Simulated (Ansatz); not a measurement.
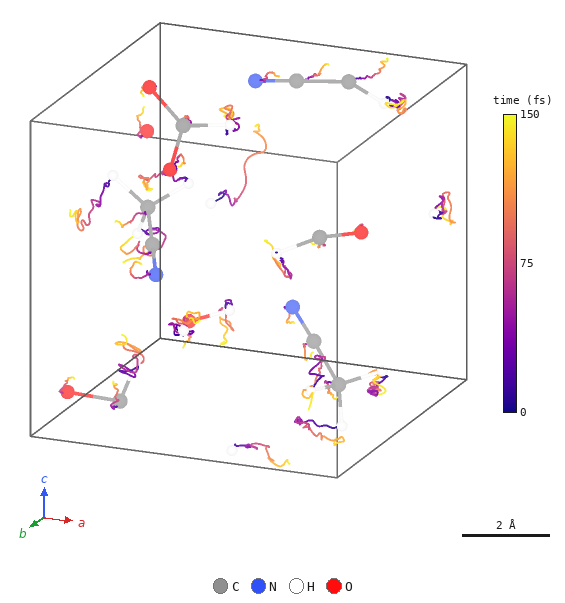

First-principles dynamics of a periodic cell with 3 CH3CN + 3 HCOOH at 0.964 g/cm³, 150 fs long. Lines trace each atom's path, coloured by time; spheres stand at the starting positions. Seen from a free direction in the simulation cell.

The calculation used DFT PBE-D3(BJ), scalar-relativistic, plane waves, PAW (Ansatz). Set-up: plane-wave cutoff 420 eV; k-point mesh 1 × 1 × 1; Fermi-Dirac smearing 0.05 eV; low-accuracy preset; Langevin thermostat (NVT); set temperature 700 K; time step 0.5 fs; friction 0.02 per fs.

> What do the traces tell about the motion?

Root-mean-square distances from the starting positions over the second half, with the common drift of all atoms taken out: H 0.86 Å, N 0.72 Å, C 0.58 Å, O 0.46 Å. The heavy atoms stay within a fraction of a molecule's size of their starting places; so short a run doesn't tell a liquid from a solid.

Limits of the set-up: the program's low-accuracy preset was used; the periodic images lie only 7.7 Å apart, so the values are limited by the cell's size.

Cost: 15 min on 1 thread of Arm Neoverse V1 (shared host), peak memory 0.49 GiB.
